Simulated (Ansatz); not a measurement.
# A hypothetical structure for Cs2SrSi2, part 2 of 2

This structure for Cs2SrSi2 is made up. Its elements were placed in a known structure type with a cell scaled to their sizes. What cell does the guess relax to, and how far off was it?

Ansatz 0.2.0; DFT, PBEsol, plane-wave PAW, files of the set soft_1, scalar-relativistic, no spin, cell and ions relaxed at zero pressure; PAW set soft_1 (the session's first sound run).

So far: The starting structure; Relaxing cell and atoms. The relaxed cell has a = 4.800, c = 15.593 Å (conventional setting).

## Step 3: Bands of the relaxed cell

A second self-consistent run takes a narrower smearing and the mesh shown in its input; the bands follow along the standard path of the relaxed lattice.

This step: DFT, PBEsol, plane-wave PAW, files of the set soft_1, scalar-relativistic, no spin, bands and density of states at the relaxed cell; PAW set soft_1 (Ansatz 0.2.0).

File input.yaml:

```yaml
crystal:
  lattice:
    - [-2.4002242852, 2.4002242852, 7.7963976349]
    - [2.4002242852, -2.4002242852, 7.7963976349]
    - [2.4002242852, 2.4002242852, -7.7963976349]
  atoms:
    - { symbol: Cs, position: [0.25, 0.75, 0.5] }
    - { symbol: Cs, position: [0.75, 0.25, 0.5] }
    - { symbol: Sr, position: [0.0, 0.0, 0.0] }
    - { symbol: Si, position: [0.5719889902, 0.5719889902, 0.0] }
    - { symbol: Si, position: [0.4280110098, 0.4280110098, 0.0] }
kpoints:
  mp_grid: { grid: [10, 10, 10] }
  band_path:
    path:
      - [[0.0, 0.0, 0.0], [-0.5, 0.5, 0.0], [-0.5, 0.5, -0.04738989], [-0.27369494, 0.27369494, -0.27369494], [0.0, 0.0, 0.0], [0.5, 0.5, -0.5], [0.27369494, 0.72630506, -0.72630506], [0.0, 0.5, -0.5], [-0.25, 0.75, -0.25], [0.04738989, 0.95261011, -0.5], [0.5, 0.5, -0.5]]
      - [[-0.5, 0.5, 0.0], [-0.25, 0.75, -0.25]]
    npoints: 7
scf:
  occupations: { method: fermi_dirac, width: 0.03 }
  n_extra_bands: 9
hamiltonian:
  xc: pbesol
  pseudopotentials: { kind: paw, azcp: { folder: soft_1 }, xc_functional: pbe }
output:
  forces: true
  stress: true
  write_bands: true
  dos: { projected: true }
  write_density: true
  write_potential: true
  elf: true
  volumetric_format: npy
```

Run with:

```
$ ansatz run input.yaml --threads 4 --pin off --max-ram 8192MiB --backend cpu --events-out ev --progress --plain --runs-dir out
```

Numbers of over 12 decimals in the logs are rounded to 6 here.

Log:

```text
basis.fft_grid_basis auto: the FFT boxes are laid along the combinations [[1, -1, 0], [0, 1, 0], [1, 0, 1]] of the cell's own vectors, 6.789, 8.503 and 4.800 Å long. The dense box has 48×60×36 points. Along the cell's own vectors, as sized, it would have 60×60×60, 2.08 times as many. Of the 16 symmetry operations that the crystal satisfies within crystal.symmetry.tolerance (time reversal apart; of a slab, those that  [...]
[...]
Crystal: 5 atoms, lattice volume = 179.663 Å³
Basis set: ecut = 420 eV, 3487 PW (Γ), FFT grids on a1−a2, a2, a1+a3, exchange–correlation on 96×120×72 points (8 copies of the dense FFT grid, shifted against one another)
Bands: 27, of which v1, the nominal top of the filled ones, is band 18 counted from 1 (17 counted from 0)
Symmetry: 16 space group operations
[...]
k-points: 102 of 1000
[...]
SCF iter   1: F=—  HF=-15906.752333 eV  |F-HF|=—  |Δ(HF+E_count)|=         —  Δρ=1.70e-2  dr2=9.99e-1  ethr=3.10e-3  ⟨swp⟩=10.6  Hψ=18389  notcnv=0
[...]
SCF iter   9: F=-15906.474227 eV  HF=-15906.474227 eV  |F-HF|=1.12e-9  |Δ(HF+E_count)|=   9.95e-9  Δρ=1.20e-6  dr2=6.14e-9  ethr=2.78e-10  ⟨swp⟩=20.2  Hψ=23808  notcnv=0
SCF 1 converged in 9 iterations: F = -15906.474227 eV  dr2 = 6.14e-9
[...]
NSCF: frozen V_eff on 79 k-points
SCF converged after 9 iterations
Free energy (F): -15906.474227 eV
[...]
Internal energy: -15906.464771 eV  (E = F + TS)
E sigma→0 (E₀):  -15906.469499 eV
Entropy (-TS):   -0.009456 eV (-1.891 meV/atom)
Fermi energy:    6.708515 eV
[...]
--- Forces (eV/Å), atoms counted from 1 ---
  atom   1  Cs     0.00000000     0.00000000     0.00000000
  atom   2  Cs    -0.00000000    -0.00000000     0.00000000
  atom   3  Sr    -0.00000000    -0.00000000    -0.00000000
  atom   4  Si     0.00000000    -0.00000000     0.00807112
  atom   5  Si    -0.00000000    -0.00000000    -0.00807112
  max |Σ_I F_I| component: 3.04e-18 eV/Å
--- Stress (GPa, compression-positive) ---
       -0.030576       0.000000       0.000000
        0.000000      -0.030576       0.000000
        0.000000       0.000000       0.055331
  P = ⅓ Tr σ = -0.0019 GPa (-0.019 kbar)
--- Band table (eV; the first three rows and the last of 102) ---
  k-point 0: bands = [... 14 lower, 4.5537, 5.6735, 5.6735, 5.9537, 7.5021, 7.7738, 7.7738, 7.9673, ... 5 higher]
  k-point 1: bands = [... 14 lower, 4.6366, 5.2447, 5.5506, 6.2096, 7.4918, 7.8269, 7.9131, 7.9709, ... 5 higher]
  k-point 2: bands = [... 14 lower, 4.4596, 5.0311, 5.3079, 6.9282, 6.9522, 7.5881, 7.8495, 8.3302, ... 5 higher]
  k-point 101: bands = [... 14 lower, 4.9676, 5.9386, 5.9386, 6.4007, 6.8848, 6.8848, 7.2898, 7.7161, ... 5 higher]
```

Wall time 7.9 s (4 threads of Intel Xeon Platinum 8488C (Sapphire Rapids), shared host); peak memory 0.83 GiB; 31 s of CPU time.

The column dr2 measures how far the density is from self-consistency, as an energy; F and HF (Harris–Foulkes) agree once it is small.

This step gave:

```yaml
free_energy: -15906.4742 eV
energy_at_zero_smearing: -15906.4695 eV
smearing_term_ts: 0.009456 eV
fermi_energy: 6.709 eV
pressure: -0.001940 GPa
```

bands.tsv at the labelled points (eV, zero at the Fermi level; the bands that come nearest the Fermi level along the path):

```
point  band 15  band 16  band 17  band 18  band 19  band 20  band 21  band 22
    Γ    -2.15    -1.03    -1.03    -0.75     0.79     1.07     1.07     1.26
    X    -2.13    -1.79    -1.67    -0.72     0.08     0.42     0.88     2.45
    Y    -2.11    -1.84    -1.64    -0.71     0.09     0.46     0.95     2.55
    S    -2.80    -1.34    -1.24    -0.32     1.07     1.17     2.09     2.25
    Γ    -2.15    -1.03    -1.03    -0.75     0.79     1.07     1.07     1.26
    Z    -1.74    -0.77    -0.77    -0.31     0.18     0.18     0.58     1.01
   S1    -2.80    -1.34    -1.24    -0.32     1.07     1.17     2.09     2.25
    N    -2.83    -1.39    -1.26    -0.27     1.10     1.36     1.91     2.17
    P    -1.99    -1.99    -1.63    -0.31    -0.31     0.06     1.45     2.56
   Y1    -2.11    -1.84    -1.64    -0.71     0.09     0.46     0.95     2.55
    Z    -1.74    -0.77    -0.77    -0.31     0.18     0.18     0.58     1.01
    X    -2.13    -1.79    -1.67    -0.72     0.08     0.42     0.88     2.45
    P    -1.99    -1.99    -1.63    -0.31    -0.31     0.06     1.45     2.56
```

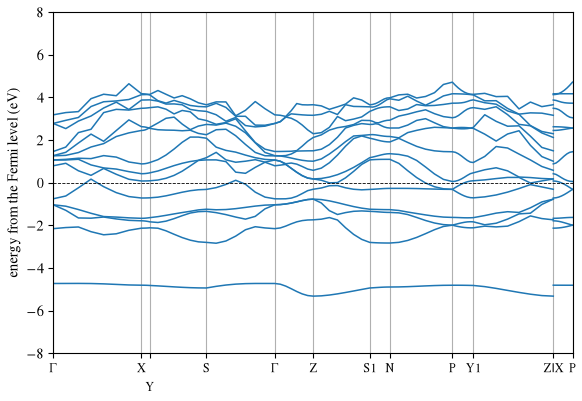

Bands along the path. 13 bands lie wholly below the window drawn.

States per cell as run, both spins, in windows of 1 eV, from dos.tsv (zero at the Fermi level):

```csv
from,to,total
-8,-7,0.00
-7,-6,0.00
-6,-5,0.36
-5,-4,1.64
-4,-3,0.00
-3,-2,1.71
-2,-1,4.21
-1,0,2.06
0,1,3.62
1,2,3.27
2,3,4.54
```

Below -8 eV lie 26.0 more states.

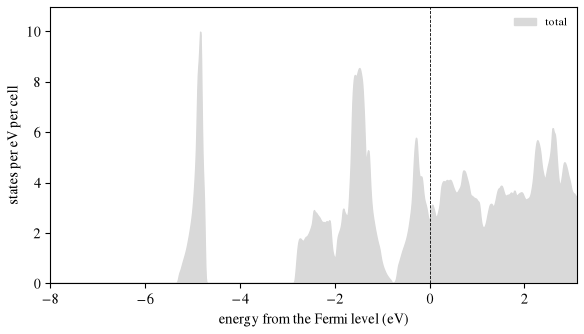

Total density of states, smoothed over about 0.04 eV.

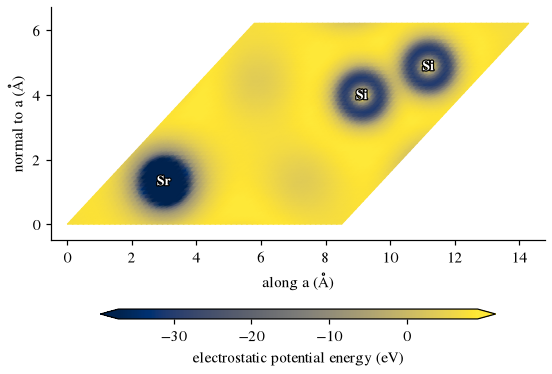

Electrostatic potential energy in the ab plane of the cell as run, not the conventional one, at fractional z = 0.000, with atoms of Sr and Si within 0.2 Å of it. With pseudopotentials it is smooth inside the atoms' cores, unlike the true potential. The map starts off the cell's origin, so that atoms lie inside it.

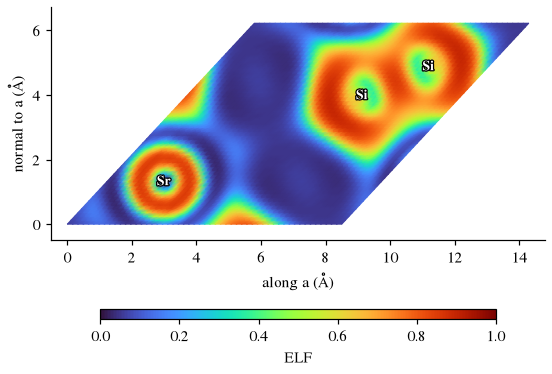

ELF in the ab plane of the cell as run, not the conventional one, at fractional z = 0.000, with atoms of Sr and Si within 0.2 Å of it. It is the smooth field of the valence electrons, not physical close to the nuclei. The map starts off the cell's origin, so that atoms lie inside it.

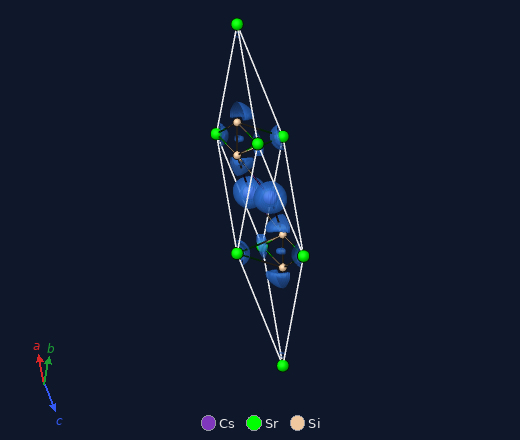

Surface of ELF = 0.82. Drawn on the cell as run, not the conventional one. Bonds to atoms that aren't drawn are left out.

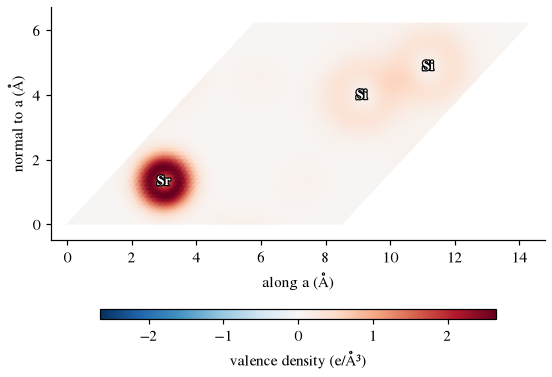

Valence density in the ab plane of the cell as run, not the conventional one, at fractional z = 0.000, with atoms of Sr and Si within 0.2 Å of it. It is the smooth field of the valence electrons, not physical close to the nuclei. The map starts off the cell's origin, so that atoms lie inside it.

## Step 4: Summary of results

- space group, relaxed: I4/mmm
- conventional cell: a = 4.800, b = 4.800, c = 15.593 Å; α = 90.0°, β = 90.0°, γ = 90.0°
- volume per atom: 35.93 Å³ (guess 43.73)

**Reading.** Cs2SrSi2 relaxes to I4/mmm with a = 4.800, b = 4.800 and c = 15.593 Å. The guessed volume was 22 % too large. The space group I4/mmm was held in the relaxation, so the end point is a stationary structure within it and may be a saddle against distortions or other arrangements. Bands cross the Fermi level, so it is a metal or semimetal at this level. On the 10×10×10 mesh with the narrower smearing (relaxed on 7×7×7) the largest force component is 0.008 eV/Å and the largest stress component is 0.055 GPa, against the relaxation's thresholds of 0.015 eV/Å and 0.05 GPa. The cutoff wasn't tested. Spin-orbit coupling is left out, which can matter for elements this heavy. No dispersion term is used, so weakly bound directions may come out too long. Nothing here tests whether the compound is stable against decomposition.

[Logs are printed without paths, hosts, clocks, repeated set-up lines and the standing remarks that a program may print on its own settings, such as how far it seeks lower states.]

[Hosts, paths, dates, database ids (printed as entryN), source tags and the programs' standing remarks are cut or masked in the printed files.]
